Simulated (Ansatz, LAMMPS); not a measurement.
# Glassy 70SiO2-25ZnO-5Cr2O3 (mol %) (57 atoms): geometry optimisation, part 2 of 3

Wanted: the relaxed structure of glassy 70SiO2-25ZnO-5Cr2O3 (mol %) (57 atoms) and its electronic structure.

Ansatz 0.2.0; Kohn-Sham DFT, PBE, PAW (set soft_2), plane waves.

The cell: 14 Si, 5 Zn, 2 Cr and 36 O. The quench rate of 10 K/ps is many orders above laboratory rates. The network of bonds at the start is that of the classical potential that made the cell. Without a Hubbard term or exact exchange, open shells on Cr are likely too delocalised.

So far. Step 3 (Single point at the start): Neighbours are counted within 2.12 Å (O-Si), 2.43 Å (O-Zn), 2.40 Å (O-Cr).

## 4. Relaxation

The atoms are relaxed in the fixed cell, aiming at the force tolerance of the input.

The input, input.yaml:

```yaml
crystal:
  lattice:
    - [9.14206, 0.0, 0.0]
    - [0.0, 9.14206, 0.0]
    - [0.0, 0.0, 9.14206]
  atoms:
    [... the 57 atom lines of step 3 ...]
magnetization:
  spin_polarized: true
kpoints:
  mp_grid: { grid: [2, 2, 2] }
hamiltonian:
  xc: pbe
scf:
  occupations: { method: fermi_dirac, width: 0.025 }
output:
  forces: true
relax:
  f_tol: 0.05
  max_steps: 52
```

The run is started by

```sh
$ ansatz run input.yaml --threads 8 --pin off --max-ram 15872MiB --backend cpu --events-out ev --progress --plain --runs-dir out
```

Numbers of over 12 decimals in the logs are rounded to 6 here.

What it wrote:

```text
[...]
Crystal: 57 atoms, lattice volume = 764.068 Å³
Basis set: ecut = 420 eV, 14939 PW (Γ), exchange–correlation on 128×128×128 points (8 copies of the dense FFT grid, shifted against one another)
Bands: 240, of which v1, the nominal top of the filled ones, is band 180 counted from 1 (179 counted from 0)
Symmetry: 1 space group operations
[...]
k-points: 8
[...]
Starting moments: Σ|m| = 6 μB on 2 of 57 sites
[...]
SCF iter   1: F=—  HF=-52748.695142 eV  |F-HF|=—  |Δ(HF+E_count)|=         —  Δρ=6.10e-2 (↑5.57e-2 ↓6.10e-2)  dr2=9.40e1  dr2_m=1.14e0  M=-6.085 μB ∫|m|=6.556 μB  β_m=0.30  ethr=3.10e-3  ⟨swp⟩=6.3  Hψ=16600  notcnv=0  defer=250
[...]
SCF iter  18: F=-52719.604930 eV  HF=-52719.604931 eV  |F-HF|=9.21e-7  |Δ(HF+E_count)|=   1.00e-6  Δρ=6.94e-6 (↑5.25e-6 ↓6.94e-6)  dr2=9.83e-7  dr2_m=2.06e-8  M=0.000 μB ∫|m|=6.246 μB  ethr=4.95e-10  ⟨swp⟩=1.0  Hψ=10624  notcnv=0
[...]
SCF 1 converged in 18 iterations: F = -52719.604930 eV  dr2 = 9.83e-7
[...]
relax step   1: F+E_penalty+E_count = -52719.60492960 eV  Δ(F+E_penalty+E_count) = +0.000e0 eV  max|allowed force component| = 8.102e0 eV/Å  Δτ_max = 0.0000 Å  (18 SCF iters, dr2 threshold 6.25e-5 eV, accepted)
[... from here on, the SCF cycles and remarks between the steps are left out ...]
relax step   2: F+E_penalty+E_count = -52721.94294575 eV  Δ(F+E_penalty+E_count) = -2.338e0 eV  max|allowed force component| = 4.178e0 eV/Å  Δτ_max = 0.1287 Å  (7 SCF iters, dr2 threshold 1.00e-4 eV, accepted)
relax step   3: F+E_penalty+E_count = -52723.45831291 eV  Δ(F+E_penalty+E_count) = -1.515e0 eV  max|allowed force component| = 1.123e0 eV/Å  Δτ_max = 0.2000 Å  (8 SCF iters, dr2 threshold 1.00e-4 eV, accepted)
relax step   4: F+E_penalty+E_count = -52723.78453574 eV  Δ(F+E_penalty+E_count) = -3.262e-1 eV  max|allowed force component| = 4.628e-1 eV/Å  Δτ_max = 0.1809 Å  (7 SCF iters, dr2 threshold 9.10e-5 eV, accepted)
relax step   5: F+E_penalty+E_count = -52723.89201299 eV  Δ(F+E_penalty+E_count) = -1.075e-1 eV  max|allowed force component| = 6.421e-1 eV/Å  Δτ_max = 0.2000 Å  (9 SCF iters, dr2 threshold 1.55e-5 eV, accepted)
relax step   6: F+E_penalty+E_count = -52723.95256454 eV  Δ(F+E_penalty+E_count) = -6.055e-2 eV  max|allowed force component| = 2.605e-1 eV/Å  Δτ_max = 0.0534 Å  (7 SCF iters, dr2 threshold 7.01e-5 eV, accepted)
relax step   7: F+E_penalty+E_count = -52723.97621432 eV  Δ(F+E_penalty+E_count) = -2.365e-2 eV  max|allowed force component| = 1.568e-1 eV/Å  Δτ_max = 0.0473 Å  (6 SCF iters, dr2 threshold 1.12e-5 eV, accepted)
relax step   8: F+E_penalty+E_count = -52724.00002089 eV  Δ(F+E_penalty+E_count) = -2.381e-2 eV  max|allowed force component| = 9.402e-2 eV/Å  Δτ_max = 0.0765 Å  (8 SCF iters, dr2 threshold 4.04e-6 eV, accepted)
relax step   9: F+E_penalty+E_count = -52723.97196077 eV  Δ(F+E_penalty+E_count) = +2.806e-2 eV  max|allowed force component| = 3.419e-1 eV/Å  Δτ_max = 0.1709 Å  (9 SCF iters, dr2 threshold 3.18e-6 eV, rejected (line search))
relax step  10: F+E_penalty+E_count = -52724.01028931 eV  Δ(F+E_penalty+E_count) = -1.027e-2 eV  max|allowed force component| = 1.221e-1 eV/Å  Δτ_max = 0.0795 Å  (10 SCF iters, accepted)
relax step  11: F+E_penalty+E_count = -52724.00695019 eV  Δ(F+E_penalty+E_count) = +3.339e-3 eV  max|allowed force component| = 1.967e-1 eV/Å  Δτ_max = 0.0560 Å  (7 SCF iters, dr2 threshold 5.36e-6 eV, rejected (line search))
relax step  12: F+E_penalty+E_count = -52724.01425682 eV  Δ(F+E_penalty+E_count) = -3.968e-3 eV  max|allowed force component| = 1.276e-1 eV/Å  Δτ_max = 0.0269 Å  (9 SCF iters, accepted)
relax step  13: F+E_penalty+E_count = -52724.01576745 eV  Δ(F+E_penalty+E_count) = -1.511e-3 eV  max|allowed force component| = 5.250e-2 eV/Å  Δτ_max = 0.0139 Å  (5 SCF iters, dr2 threshold 1.63e-5 eV, accepted)
relax step  14: F+E_penalty+E_count = -52724.01611057 eV  Δ(F+E_penalty+E_count) = -3.431e-4 eV  max|allowed force component| = 1.742e-2 eV/Å  Δτ_max = 0.0085 Å  (8 SCF iters, accepted)
SCF converged after 8 iterations
Magnetization: -0.0000 μB (180.0000 up, 180.0000 down)
Absolute magnetization: 6.2095 μB (∫|ρ↑−ρ↓|, with the PAW one-centre terms)
[...]
Per-site moments (μB) at R_I (Å): [(-0.000183032, 0.666037), (-2.715127982805398e-5, 0.665092), (-7.372833892817082e-7, 0.665400), (1.8388209057829805e-5, 0.663512), (-2.7016266331752242e-5, 0.665775), [...]
Free energy (F): -52724.016111 eV
[...]
Internal energy: -52724.016111 eV  (E = F + TS)
E sigma→0 (E₀):  -52724.016111 eV
Entropy (-TS):   -0.000000 eV (-0.000 meV/atom)
Fermi energy:    5.468392 eV
[...]
--- Forces (eV/Å), atoms counted from 1 ---
  atom   1  Si     0.00214137    -0.00112663     0.00514856
  atom   2  Si     0.00397138     0.00421528    -0.00659800
  atom   3  Si    -0.00520876     0.00277997    -0.00121892
  atom   4  Si     0.00007388     0.00266356     0.00227771
  atom   5  Si     0.00028622    -0.00603317    -0.00313172
  atom   6  Si    -0.00364195     0.00723068     0.00632954
  atom   7  Si    -0.00191296    -0.00126547     0.00044588
  atom   8  Si    -0.00426640     0.00034039     0.00161668
  atom   9  Si     0.00284550     0.00043610     0.00249980
  atom  10  Si     0.00105235    -0.00681308    -0.00141445
  atom  11  Si    -0.00229923     0.00995173    -0.00691117
  atom  12  Si    -0.00404998    -0.00283907    -0.00306964
  atom  13  Si     0.00012636    -0.00878062    -0.00052861
  atom  14  Si     0.00080994     0.00756524     0.00090955
[...]
atom  56  O     -0.00082110    -0.00285780     0.00096934
  atom  57  O     -0.00052194     0.00286358     0.00219208
  max |Σ_I F_I| component: 4.80e-5 eV/Å
--- Relaxed structure (14 steps of the walk, 12 accepted, 0 SCFs on fresh bases) ---
  F+E_penalty+E_count = -52724.01611057 eV   max|allowed force component| = 1.742e-2 eV/Å
  atoms:
    - { symbol: Si, position: [0.949108, 0.546417, 0.135083] }
    - { symbol: Si, position: [0.580659, 0.295542, 0.965906] }
    - { symbol: Si, position: [0.054142, 0.252614, 0.00710425] }
    - { symbol: Si, position: [0.839827, 0.751642, 0.650208] }
[...]
- { symbol: O, position: [0.011172, 0.137456, 0.875610] }
```

It took 2.4 min on 8 threads of AMD EPYC 9R45, shared host; peak memory 7.9 GiB.

The steps of the relaxation:

```
step  energy less that of the first step (eV)  largest force component (eV/Å)
   1                                   0.0000                          8.1016
   2                                  -2.3380                          4.1784
   3                                  -3.8534                          1.1226
   4                                  -4.1796                          0.4628
   5                                  -4.2871                          0.6421
   6                                  -4.3476                          0.2605
   7                                  -4.3713                          0.1568
   8                                  -4.3951                          0.0940
   9                                  -4.3670                          0.3419
  10                                  -4.4054                          0.1221
  11                                  -4.4020                          0.1967
  12                                  -4.4093                          0.1276
  13                                  -4.4108                          0.0525
  14                                  -4.4112                          0.0174
```

Relaxation steps 9, 11 were tried and not accepted.

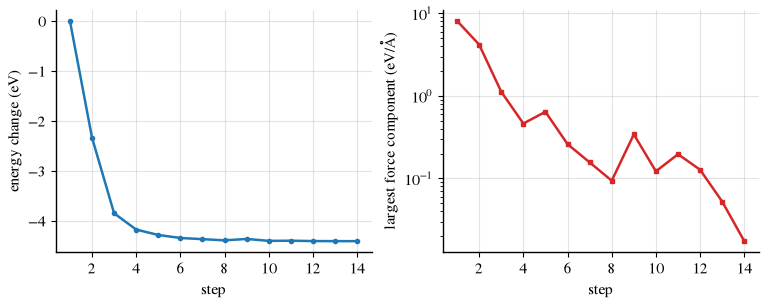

Energy and largest force along the relaxation.

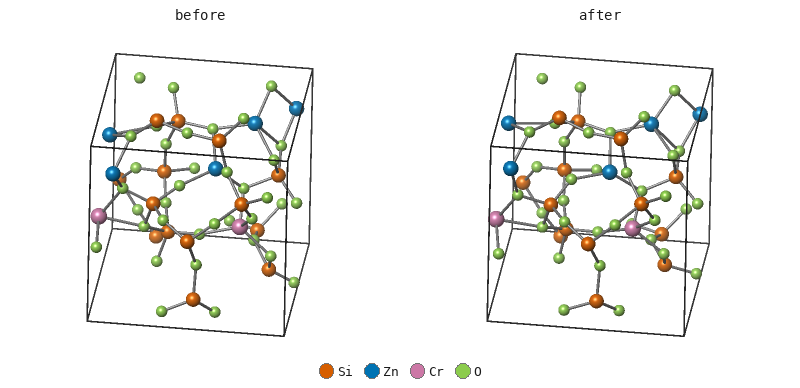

Before and after, at one scale. Bonds to atoms that aren't drawn are left out.

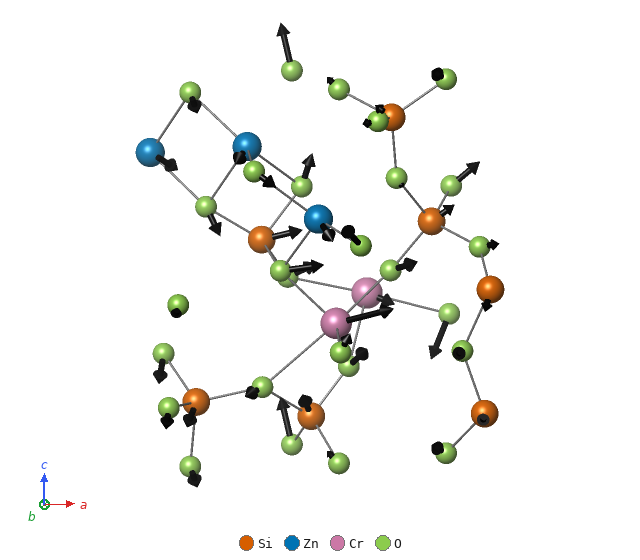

Displacements in the relaxation, exaggerated; the longest in the cell stands for 0.57 Å. Drawn is a stretch of 8 Å of the 9 Å that the cell measures along a and a slice 6 Å thick, seen along the normal of the ac plane. Bonds to atoms that aren't drawn are left out.

The atoms that moved most (Å):

```
atom      dx      dy      dz  length
Cr20   0.484  -0.272   0.149   0.574
Zn19  -0.305  -0.103   0.436   0.542
 O24  -0.178  -0.403   0.201   0.484
 O31  -0.156   0.094  -0.417   0.455
 O56  -0.094   0.086   0.419   0.438
 O40   0.344  -0.179  -0.183   0.429
 O52   0.372  -0.052   0.054   0.380
 O51   0.138  -0.303   0.174   0.376
```

The relaxation changed the energy by -77.4 meV/atom, and atoms moved by 0.27 Å r.m.s., 0.57 Å at most.

## 5. Structure statistics after relaxation

Bonds before and after, by the cutoffs listed below:

```
pair  bonds before  bonds after  mean before (Å)  mean after (Å)  spread before (Å)  spread after (Å)
O-Si            56           56            1.621           1.637              0.057             0.026
O-Zn            20           20            2.016           2.008              0.107             0.128
O-Cr            11           10            2.073           1.972              0.142             0.101
```

Density 3.04 g/cm³, 13.40 Å³ an atom.

g(r), total and by pair (bins of 0.2 Å):

```
r (Å)  total   O-O   O-Si  O-Zn  O-Cr  Si-Si  Si-Zn
 1.50   0.30  0.00   0.97  0.00  0.00   0.00   0.00
 1.70   3.61  0.00  11.60  0.00  0.00   0.00   0.00
 1.90   1.01  0.00   0.00  5.50  9.07   0.00   0.00
 2.10   0.35  0.00   0.00  2.38  1.88   0.00   0.00
 2.30   0.07  0.00   0.00  0.64  0.00   0.00   0.00
 2.50   0.43  1.08   0.00  0.00  0.00   0.00   0.00
 2.70   2.04  4.87   0.00  0.22  0.00   0.00   1.24
 2.90   0.62  0.94   0.00  0.19  0.53   0.75   0.51
 3.10   1.03  0.73   0.43  0.71  0.46   5.49   2.71
 3.30   0.75  0.78   0.54  0.60  0.41   0.30   2.76
 3.50   0.84  0.61   0.98  1.09  1.33   0.00   1.44
 3.70   1.04  0.69   1.48  1.37  0.91   0.00   1.26
 3.90   0.77  0.41   1.27  1.11  1.68   0.00   0.00
 4.10   1.20  0.81   1.90  1.50  1.24   0.37   0.79
 4.30   1.11  0.81   1.67  1.18  1.14   0.83   0.70
 4.50   1.11  1.05   0.95  1.60  1.45   1.81   0.85
```

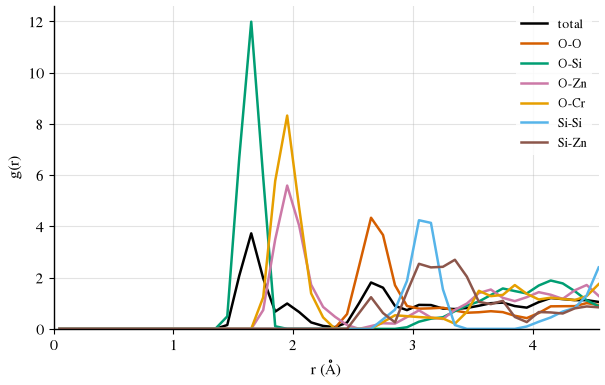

Pair distribution functions, lightly smoothed.

Bonds by pair of elements; cutoffs follow the first minimum of g(r), held within bounds set by covalent radii, and pairs that aren't listed don't count as bonded:

```
pair A-B  cutoff (Å)  bonds  mean length (Å)  spread (Å)  shortest (Å)  B about A  A about B
    O-Si        2.08     56             1.64       0.026          1.58       1.56          4
    O-Zn         2.5     20             2.01       0.128          1.83      0.556          4
    O-Cr        2.58     10             1.97       0.101          1.81      0.278          5
```

How many atoms have how many bonded neighbours:

```
element  mean   2   3   4  6
     Cr     5   0   0   1  1
      O  2.39  22  14   0  0
     Si     4   0   0  14  0
     Zn     4   0   0   5  0
```

Bond angles, per cent of each kind in bins of 5°:

```
angle (°)  O-Si-O  O-Zn-O  Si-O-Zn  O-Cr-O  Si-O-Si
    70–75     0.0     6.7      0.0     4.8      0.0
    75–80     0.0     0.0      0.0     4.8      0.0
    80–85     0.0     0.0      0.0    14.3      0.0
    85–90     0.0     6.7     13.6     4.8      0.0
    90–95     0.0    10.0      4.5    23.8      0.0
   95–100     3.6    10.0      0.0    14.3      0.0
  100–105    14.3    13.3      4.5     0.0      0.0
  105–110    36.9    13.3      0.0     4.8      0.0
  110–115    33.3    16.7      4.5     0.0      0.0
  115–120     9.5     0.0     13.6     4.8      5.0
  120–125     1.2     0.0     13.6     4.8      5.0
  125–130     1.2     0.0      4.5     0.0      0.0
  130–135     0.0    16.7      9.1     0.0     10.0
  135–140     0.0     3.3      9.1     0.0     25.0
  140–145     0.0     0.0     13.6     0.0     15.0
  145–150     0.0     3.3      4.5     4.8      0.0
  150–155     0.0     0.0      4.5     0.0     30.0
  155–160     0.0     0.0      0.0     0.0      0.0
  160–165     0.0     0.0      0.0     0.0      0.0
  165–170     0.0     0.0      0.0    14.3      5.0
  170–175     0.0     0.0      0.0     0.0      5.0
```

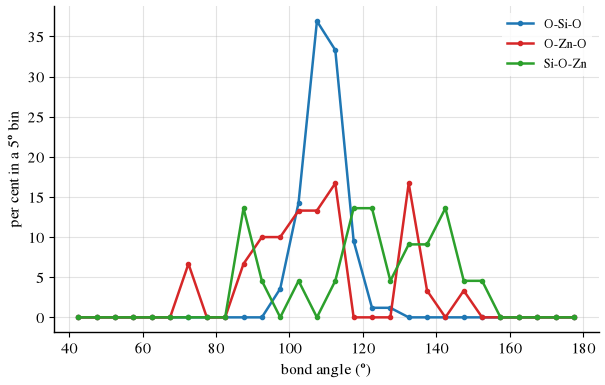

Distributions of the most common bond angles.

Bond angles (no mean is given where the spread exceeds 20°):

```
  angle  count  mean (°)  spread (°)
 O-Si-O     84       109           5
 O-Zn-O     30       108        18.5
Si-O-Zn     22       122        19.8
 O-Cr-O     21         -           -
Si-O-Si     20       143        12.7
```

Oxygen atoms by the number of network formers (Si, P, Ge, B, Al, As, Ga) bound to them:

```
network formers bound to O  O atoms  per cent
                         0        0         0
                         1       16      44.4
                         2       20      55.6
```

Network units: each former by its oxygen neighbours and how many of them bridge to another former:

```
former  O neighbours  bridging O  atoms
    Si             4           0      1
    Si             4           2      3
    Si             4           3      6
    Si             4           4      4
```

Bond length by coordination (bonds to H left out):

```
element  coordination  atoms  mean bond length (Å)
     Cr             4      1                  1.89
     Cr             6      1                  2.03
      O             2     22                  1.66
      O             3     14                  1.87
```

Rings of the network by King's shortest-path rule, up to 12 atoms, one path for each pair of neighbours; H, halogens, alkali and alkaline-earth atoms are left out, and the last column divides by all other atoms, bonded or not:

```
ring size (atoms)  rings  per network atom
                4      6             0.105
                6      7             0.123
                8     10             0.175
               10     24             0.421
               12     14             0.246
```

For some of the pairs, g(r) has its first main peak near 2.7 Å (O-O), 1.6 Å (O-Si), 1.9 Å (O-Zn), 1.9 Å (O-Cr) and 3.1 Å (Si-Si). With the cutoffs above, 50 % of Cr atoms have 4 and as many 6, 61 % of O atoms have 2, all Si atoms have 4 and all Zn atoms have 4 bonded neighbours. The O-Si-O angle averages 109° with a spread of 5°. Counting bonds to Si alone, not to Cr and Zn, 56 % of the oxygens join two of these atoms and 44 % one. The commonest Si unit has 4 oxygens, 3 of them shared with other formers (6 of 14 atoms). Rings of 10 atoms are the most common (39 % of those counted); sizes run from 4 to 12, where the search stops.

[end of part 2 of 3]

[Logs are printed without paths, hosts, clocks, repeated set-up lines and the standing remarks that a program may print on its own settings, such as how far it seeks lower states.]

[Hosts, paths, dates, database ids (printed as entryN), source tags and the programs' standing remarks are cut or masked in the printed files.]
